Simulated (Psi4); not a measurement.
**Excited-state calculation, with input and output: CHF₂**

- system: CHF₂, multiplicity 2, SMILES F[CH]F
- method: TDDFT (PBE)/Sadlej-LPol-ds, UKS (Psi4 1.11)

The geometry comes from this level: PBE0-D4/def2-TZVP.

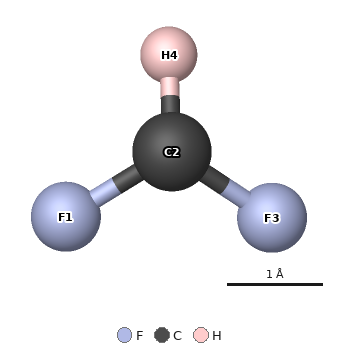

The structure as given in the input (ball-and-stick view, seen at a tilt; atoms are numbered from 1 in the order of the input). Bond lengths as drawn: C–F 1.32 Å and C–H 1.09 Å.

## Results in brief

```json
{"quantity": "outcome", "value": "converged"}
{"quantity": "total energy", "value": "−238.020877 hartree"}
{"quantity": "basis functions", "value": "121"}
{"quantity": "⟨S²⟩", "value": "0.752"}
{"quantity": "dipole moment", "value": "1.32 D"}
{"quantity": "lowest excitation", "value": "4.94 eV"}
{"quantity": "hardware", "value": "1 thread of Intel Xeon @ 2.90GHz (Ice Lake), 64 GiB of memory available, shared host"}
{"quantity": "wall time", "value": "40 s"}
{"quantity": "peak memory", "value": "0.57 GiB"}
```

## Input (job.py)
```python
import psi4

psi4.set_memory(1600000000)
psi4.set_num_threads(1)
psi4.core.set_output_file('run.log', False)

molecule = psi4.geometry("""
0 2
F     -1.208200     0.264600    -0.141700
C      0.038600     0.063400     0.244400
F      0.433100    -1.166800    -0.029600
H      0.736500     0.838700    -0.073100
units angstrom
symmetry c1
no_reorient
no_com
""")

psi4.set_options({
    'basis': 'Sadlej-LPol-ds',
    'reference': 'uks',
    'save_jk': True,
})

from psi4.driver.procrouting.response.scf_response import tdscf_excitations
e, wfn = psi4.energy('pbe', return_wfn=True)
states = tdscf_excitations(wfn, states=3, tda=False)
for k, s in enumerate(states, 1):
    print(f"root {k}: {s['EXCITATION ENERGY'] * 27.211386:.4f} eV  f = {s['OSCILLATOR STRENGTH (LEN)']:.4f}  {s['SYMMETRY']}")
print('E =', round(e, 9))
for k, v in sorted(psi4.core.scalar_variables().items()):
    print(f'{k:45s} {v:18.10f}')
```

Run as:
```bash
python job.py
```

## What the program printed
```
=> Loading Basis Set <=

    Name: SADLEJ-LPOL-DS
    Role: ORBITAL
    Keyword: BASIS

         ---------------------------------------------------------
                                   SCF
                              UKS Reference
                        1 Threads,   1525 MiB Core
         ---------------------------------------------------------

  ==> Geometry <==

    Molecular point group: c1
    Full point group: C1

    Geometry (in Angstrom), charge = 0, multiplicity = 2:

       Center              X                  Y                   Z               Mass
    ------------   -----------------  -----------------  -----------------  -----------------
         F           -1.208200000000     0.264600000000    -0.141700000000    18.998403162730
         C            0.038600000000     0.063400000000     0.244400000000    12.000000000000
         F            0.433100000000    -1.166800000000    -0.029600000000    18.998403162730
         H            0.736500000000     0.838700000000    -0.073100000000     1.007825032230

  Running in c1 symmetry.

  Rotational constants: A =      1.06954  B =      0.36750  C =      0.27987 [cm^-1]
  Rotational constants: A =  32064.01629  B =  11017.50104  C =   8390.14633 [MHz]
  Nuclear repulsion =   70.538268333855825

  Charge       = 0
  Multiplicity = 2
  Electrons    = 25
  Nalpha       = 13
  Nbeta        = 12

  ==> Algorithm <==

  SCF Algorithm Type is DF.
  DIIS enabled.
  MOM disabled.
  Fractional occupation disabled.
  Guess Type is SAD.
  Energy threshold   = 1.00e-06
  Density threshold  = 1.00e-06
  Integral threshold = 1.00e-12

  ==> Primary Basis <==

  Basis Set: SADLEJ-LPOL-DS
    Blend: SADLEJ-LPOL-DS
    Number of shells: 49
    Number of basis functions: 121
    Number of Cartesian functions: 130
    Spherical Harmonics?: true
    Max angular momentum: 2

  ==> DFT Potential <==

   => LibXC <=

    Version 7.1.2

   => Composite Functional: PBE <=

    PBE GGA Exchange-Correlation Functional

    Deriv               =              1
    GGA                 =           TRUE
    Meta                =          FALSE

    Exchange Hybrid     =          FALSE
    MP2 Hybrid          =          FALSE

   => Exchange Functionals <=

    1.0000     XC_GGA_X_PBE

   => Correlation Functionals <=

    1.0000     XC_GGA_C_PBE

   => LibXC Density Thresholds  <==

    XC_GGA_C_PBE:  1.00E-12
    XC_GGA_X_PBE:  1.00E-15

   => Molecular Quadrature <=

    Radial Scheme          =       TREUTLER
    Pruning Scheme         =           NONE
    Nuclear Scheme         =       TREUTLER

    Blocking Scheme        =         OCTREE
    BS radius alpha        =              1
    Pruning alpha          =              1
    Radial Points          =             75
    Spherical Points       =            302
    Total Points           =          88659
    Total Blocks           =            720
    Max Points             =            255
    Max Functions          =            121
    Weights Tolerance      =       1.00E-15

   => Loading Basis Set <=

    Name: (SADLEJ-LPOL-DS AUX)
    Role: JKFIT
    Keyword: DF_BASIS_SCF

  ==> Integral Setup <==

  DFHelper Memory: AOs need 0.030 GiB; user supplied 0.817 GiB.
  SCF_SUBTYPE=INCORE selected. In-core MEM_DF algorithm will be used.
  Using in-core AOs.

  ==> MemDFJK: Density-Fitted J/K Matrices <==

    J tasked:                   Yes
    K tasked:                    No
    wK tasked:                   No
    Memory [MiB]:               837
    Algorithm:                 Core
    Schwarz Cutoff:           1E-12
    Mask sparsity (%):       0.1093
    Fitting Condition:        1E-10

   => Auxiliary Basis Set <=

  Basis Set: (SADLEJ-LPOL-DS AUX)
    Blend: DEF2-UNIVERSAL-JKFIT
    Number of shells: 81
    Number of basis functions: 247
    Number of Cartesian functions: 295
    Spherical Harmonics?: true
    Max angular momentum: 4

  Cached 100.0% of DFT collocation blocks in 0.300 [GiB].

  Minimum eigenvalue in the overlap matrix is 1.9218235908E-05.
  Reciprocal condition number of the overlap matrix is 1.8177365502E-06.
    Using symmetric orthogonalization.

  ==> Pre-Iterations <==

  SCF Guess: Superposition of Atomic Densities via on-the-fly atomic UHF (no occupation information).

   -------------------------
    Irrep   Nso     Nmo
   -------------------------
     A        121     121
   -------------------------
    Total     121     121
   -------------------------

  ==> Iterations <==

                           Total Energy        Delta E     RMS |[F,P]|

   @DF-UKS iter SAD:  -237.72779955268098   -2.37728e+02   0.00000e+00
   @DF-UKS iter   1:  -237.95189317578911   -2.24094e-01   3.39198e-03 ADIIS/DIIS
   @DF-UKS iter   2:  -237.93951257952938    1.23806e-02   3.78717e-03 ADIIS/DIIS
   @DF-UKS iter   3:  -238.01938028392132   -7.98677e-02   5.25710e-04 ADIIS/DIIS
   @DF-UKS iter   4:  -238.02041036636152   -1.03008e-03   2.94907e-04 ADIIS/DIIS
   @DF-UKS iter   5:  -238.02086685986032   -4.56493e-04   4.01010e-05 DIIS
   @DF-UKS iter   6:  -238.02087693072991   -1.00709e-05   6.31821e-06 DIIS
   @DF-UKS iter   7:  -238.02087721850410   -2.87774e-07   1.78830e-06 DIIS
   @DF-UKS iter   8:  -238.02087724068755   -2.21835e-08   3.68984e-07 DIIS
  Energy and wave function converged.

  ==> Post-Iterations <==

   Electrons on quadrature grid:
      Nalpha   =   12.9999940252 ; deviation = -5.975e-06
      Nbeta    =   11.9999936724 ; deviation = -6.328e-06
      Ntotal   =   24.9999876975 ; deviation = -1.230e-05

   @Spin Contamination Metric:   1.834281336E-03
   @S^2 Expected:                7.500000000E-01
   @S^2 Observed:                7.518342813E-01
   @S   Expected:                5.000000000E-01
   @S   Observed:                5.000000000E-01

    Orbital Energies [Eh]
    ---------------------

    Alpha Occupied:

       1A    -24.373981     2A    -24.373975     3A    -10.056044
       4A     -1.172361     5A     -1.110113     6A     -0.640204
       7A     -0.532107     8A     -0.528045     9A     -0.482587
      10A     -0.411085    11A     -0.389222    12A     -0.384561
      13A     -0.198418

    Alpha Virtual:

      14A     -0.014002    15A      0.010288    16A      0.011046
      17A      0.019090    18A      0.066390    19A      0.078589
      20A      0.084337    21A      0.091429    22A      0.092892
      23A      0.096758    24A      0.110842    25A      0.120749
      26A      0.133853    27A      0.167201    28A      0.170006
      29A      0.190198    30A      0.192409    31A      0.206454
      32A      0.213149    33A      0.227086    34A      0.229809
      35A      0.231626    36A      0.239547    37A      0.260447
      38A      0.306152    39A      0.315406    40A      0.332033
      41A      0.339722    42A      0.385690    43A      0.404178
      44A      0.419995    45A      0.422415    46A      0.475054
      47A      0.487525    48A      0.488335    49A      0.525500
      50A      0.531161    51A      0.563995    52A      0.567347
      53A      0.577226    54A      0.603784    55A      0.611523
      56A      0.613809    57A      0.632243    58A      0.678999
      59A      0.681960    60A      0.722001    61A      0.739745
      62A      0.778246    63A      0.781849    64A      0.827591
      65A      0.837989    66A      0.846610    67A      0.884290
      68A      0.940573    69A      1.035366    70A      1.070362
      71A      1.158104    72A      1.261037    73A      1.304115
      74A      1.307320    75A      1.437680    76A      1.553685
      77A      1.554421    78A      1.615137    79A      1.622410
      80A      1.634261    81A      1.685045    82A      1.712610
      83A      1.714482    84A      1.776488    85A      1.788599
      86A      1.834581    87A      1.863440    88A      1.893756
      89A      1.990700    90A      2.033534    91A      2.060922
      92A      2.194298    93A      2.276536    94A      2.370732
      95A      2.372349    96A      2.420178    97A      2.557795
      98A      2.763943    99A      2.837841   100A      3.271631
     101A      3.643793   102A      3.886721   103A      4.555900
     104A      4.579548   105A      4.588940   106A      4.614518
     107A      4.745351   108A      4.787877   109A      4.798213
     110A      4.862447   111A      4.884320   112A      5.069146
     113A      5.784324   114A      5.811776   115A      5.896612
     116A      5.924162   117A      6.151009   118A      6.359450
     119A     21.042781   120A     50.928445   121A     50.951629

    Beta Occupied:

       1A    -24.370736     2A    -24.370730     3A    -10.042379
       4A     -1.164830     5A     -1.104492     6A     -0.623499
       7A     -0.525304     8A     -0.518293     9A     -0.457080
      10A     -0.399071    11A     -0.386203    12A     -0.376943

    Beta Virtual:

      13A     -0.113682    14A     -0.007988    15A      0.014696
      16A      0.014898    17A      0.029990    18A      0.072938
      19A      0.084876    20A      0.089883    21A      0.096624
      22A      0.099433    23A      0.107169    24A      0.116791
      25A      0.127050    26A      0.141523    27A      0.170408
      28A      0.181327    29A      0.197014    30A      0.200686
      31A      0.210972    32A      0.220743    33A      0.235460
      34A      0.237826    35A      0.239817    36A      0.254157
      37A      0.273462    38A      0.309730    39A      0.322548
      40A      0.336556    41A      0.344680    42A      0.396331
      43A      0.407525    44A      0.424134    45A      0.431102
      46A      0.487409    47A      0.493572    48A      0.495681
      49A      0.531336    50A      0.537979    51A      0.570144
      52A      0.579032    53A      0.583284    54A      0.608838
      55A      0.619475    56A      0.628813    57A      0.643106
      58A      0.688575    59A      0.695391    60A      0.735861
      61A      0.761109    62A      0.792016    63A      0.793688
      64A      0.834780    65A      0.840529    66A      0.858249
      67A      0.889759    68A      0.957227    69A      1.062517
      70A      1.080921    71A      1.163923    72A      1.268402
      73A      1.311341    74A      1.319575    75A      1.447127
      76A      1.559854    77A      1.561187    78A      1.619885
      79A      1.629806    80A      1.640470    81A      1.691505
      82A      1.714736    83A      1.725577    84A      1.785673
      85A      1.790973    86A      1.841845    87A      1.890796
      88A      1.906026    89A      2.008766    90A      2.051642
      91A      2.080882    92A      2.219320    93A      2.318834
      94A      2.405269    95A      2.417459    96A      2.435814
      97A      2.584082    98A      2.798858    99A      2.866404
     100A      3.321203   101A      3.663308   102A      3.916104
     103A      4.566217   104A      4.587896   105A      4.598023
     106A      4.622034   107A      4.755388   108A      4.797128
     109A      4.801373   110A      4.866720   111A      4.890372
     112A      5.072128   113A      5.796490   114A      5.823551
     115A      5.899184   116A      5.926985   117A      6.156005
     118A      6.364733   119A     21.061954   120A     50.932574
     121A     50.955766

    Final Occupation by Irrep:
              A
    DOCC [    12 ]
    SOCC [     1 ]
    NA   [    13 ]
    NB   [    12 ]

  @DF-UKS Final Energy:  -238.02087724068755

   => Energetics <=

    Nuclear Repulsion Energy =             70.5382683338558252
    One-Electron Energy =                -469.3210963307465136
    Two-Electron Energy =                 187.1216773993108973
    DFT Exchange-Correlation Energy =     -26.3597266431078019
    Empirical Dispersion Energy =           0.0000000000000000
    VV10 Nonlocal Energy =                  0.0000000000000000
    Total Energy =                       -238.0208772406875539

  UHF NO Occupations:
  HONO-2 :   11  A 1.9998460
  HONO-1 :   12  A 1.9994587
  HONO-0 :   13  A 1.0000000
  LUNO+0 :   14  A 0.0005413
  LUNO+1 :   15  A 0.0001540
  LUNO+2 :   16  A 0.0000953
  LUNO+3 :   17  A 0.0000910

Computation Completed

Properties will be evaluated at   0.000000,   0.000000,   0.000000 [a0]

Properties computed using the SCF density matrix

 Multipole Moments:

 ------------------------------------------------------------------------------------
     Multipole            Electronic (a.u.)      Nuclear  (a.u.)        Total (a.u.)
 ------------------------------------------------------------------------------------

 L = 1.  Multiply by 2.5417464519 to convert [e a0] to [Debye]
 Dipole X            :         11.6929246          -11.3530966            0.3398280
 Dipole Y            :         13.4249242          -13.0404331            0.3844911
 Dipole Z            :          0.2136402           -0.2804354           -0.0667951
 Magnitude           :                                                    0.5174728

 ------------------------------------------------------------------------------------

	total time  =          8 seconds =       0.13 minutes

******************************************************************************************
**********                               WARNING                                **********
**********       The names of excited state variables changed between 1.5       **********
**********     and 1.6. For a quick solution, remove the symmetry specifier     **********
**********   from the variable name. For full details, see 'Notes on Psivars'   **********
**********                        in the documentation.                         **********
******************************************************************************************

         ---------------------------------------------------------
                         TDSCF excitation energies
         ---------------------------------------------------------

  ==> Options <==

     Residual threshold  : 1.0000e-04
     Initial guess       : denominators
     Reference           : UHF
     Solver type         : RPA (Hamiltonian)

  ==> Requested Excitations <==

      3 singlet states with A symmetry

  ==> Seeking the lowest 3 singlet states with A symmetry

                        Generalized Hamiltonian Solver

  ==> Options <==

    Max number of iterations        = 60
    Eigenvector tolerance           = 1.0000e-04
    Max number of expansion vectors = 600

  => Iterations <=
                              Max[D[value]]     Max[|R|]   # vectors
  HamiltonianSolver iter   1:   2.08215e-01  6.22422e-02     12
  HamiltonianSolver iter   2:   1.00510e-03  2.30521e-02     15
  HamiltonianSolver iter   3:   8.93140e-05  9.78912e-03     21
  HamiltonianSolver iter   4:   1.37278e-05  3.73308e-03     27
  HamiltonianSolver iter   5:   1.64826e-06  1.39236e-03     33
  HamiltonianSolver iter   6:   1.96009e-07  4.06160e-04     39
  HamiltonianSolver iter   7:   1.64645e-08  1.34996e-04     45
  HamiltonianSolver iter   8:   1.51916e-09  8.90038e-05     47      Converged

******************************************************************************************
**********                               WARNING                                **********
**********  Length-gauge rotatory strengths are **NOT** gauge-origin invariant  **********
******************************************************************************************

                                    Excitation Energy         Total Energy        Oscillator Strength             Rotatory Strength
     #   Sym: GS->ES (Trans)        au              eV              au          au (length)    au (velocity)    au (length)    au (velocity)
    ---- -------------------- --------------- --------------- --------------- --------------- --------------- --------------- ---------------
     1        A->A (1 A)       0.18171         4.94451        -237.83917       0.0136          0.0139         -0.0000         -0.0000
     2        A->A (1 A)       0.20711         5.63566        -237.81377       0.0017          0.0016         -0.0000         -0.0000
     3        A->A (1 A)       0.20765         5.65044        -237.81323       0.0039          0.0044          0.0000          0.0000

Contributing excitations and de-excitations
Only contributions with abs(coeff) > 1.00e-01 will be printed:

Excited State    1 (1 A):   0.18171 au   250.75 nm f = 0.0136
Alpha orbitals:
  Sums of squares: Xssq =  9.992732e-01; Yssq =  1.137840e-04; Xssq - Yssq =  9.991594e-01
     13a (a) ->  14a (a)    0.999063 (99.813%)
Beta orbitals:
  Sums of squares: Xssq =  9.865584e-04; Yssq =  1.459688e-04; Xssq - Yssq =  8.405896e-04

Excited State    2 (1 A):   0.20711 au   220.00 nm f = 0.0017
Alpha orbitals:
  Sums of squares: Xssq =  9.989502e-01; Yssq =  7.393100e-05; Xssq - Yssq =  9.988762e-01
     13a (a) ->  15a (a)   -0.998065 (99.613%)
Beta orbitals:
  Sums of squares: Xssq =  1.360889e-03; Yssq =  2.371090e-04; Xssq - Yssq =  1.123780e-03

Excited State    3 (1 A):   0.20765 au   219.42 nm f = 0.0039
Alpha orbitals:
  Sums of squares: Xssq =  9.992320e-01; Yssq =  7.109989e-05; Xssq - Yssq =  9.991609e-01
     13a (a) ->  16a (a)    0.999470 (99.894%)
Beta orbitals:
  Sums of squares: Xssq =  9.394992e-04; Yssq =  1.004344e-04; Xssq - Yssq =  8.390648e-04

******************************************************************************************
**********                               WARNING                                **********
**********       The names of excited state variables changed between 1.5       **********
**********     and 1.6. For a quick solution, remove the symmetry specifier     **********
**********   from the variable name. For full details, see 'Notes on Psivars'   **********
**********                        in the documentation.                         **********
******************************************************************************************
```

## Standard output
```
root 1: 4.9445 eV  f = 0.0136  A
root 2: 5.6357 eV  f = 0.0017  A
root 3: 5.6504 eV  f = 0.0039  A
E = -238.020877241
CURRENT ENERGY                                   -238.0208772407
CURRENT REFERENCE ENERGY                         -238.0208772407
DD SOLVATION ENERGY                                 0.0000000000
DFT FUNCTIONAL TOTAL ENERGY                      -238.0208772407
DFT TOTAL ENERGY                                 -238.0208772407
DFT VV10 ENERGY                                     0.0000000000
DFT XC ENERGY                                     -26.3597266431
GRID ELECTRONS ALPHA                               12.9999940252
GRID ELECTRONS BETA                                11.9999936724
GRID ELECTRONS TOTAL                               24.9999876975
NUCLEAR REPULSION ENERGY                           70.5382683339
ONE-ELECTRON ENERGY                              -469.3210963307
PCM POLARIZATION ENERGY                             0.0000000000
PE ENERGY                                           0.0000000000
SCF ITERATION ENERGY                             -238.0208772407
SCF ITERATIONS                                      8.0000000000
SCF TOTAL ENERGY                                 -238.0208772407
TWO-ELECTRON ENERGY                               187.1216773993
XC GRID RADIAL POINTS                              75.0000000000
XC GRID SPHERICAL POINTS                          302.0000000000
XC GRID TOTAL POINTS                            88659.0000000000
```

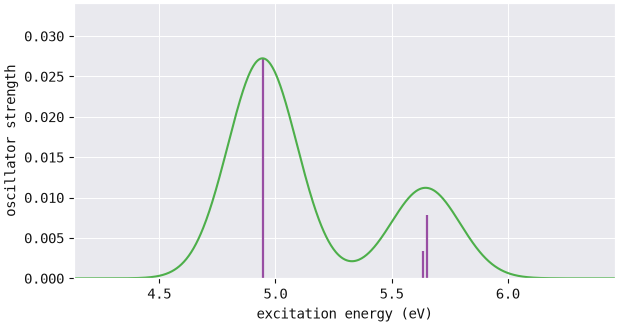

Computed excitations as sticks (degenerate states added up, dark ones marked on the axis), with a Gaussian envelope of 0.35 eV full width at half maximum, scaled to the tallest. Of the 6 states the lowest lies at 4.94 eV (f = 0.014); the strongest line is at 4.94 eV, or 251 nm (f = 0.027, summed over 2 states that lie within 0.004 eV).
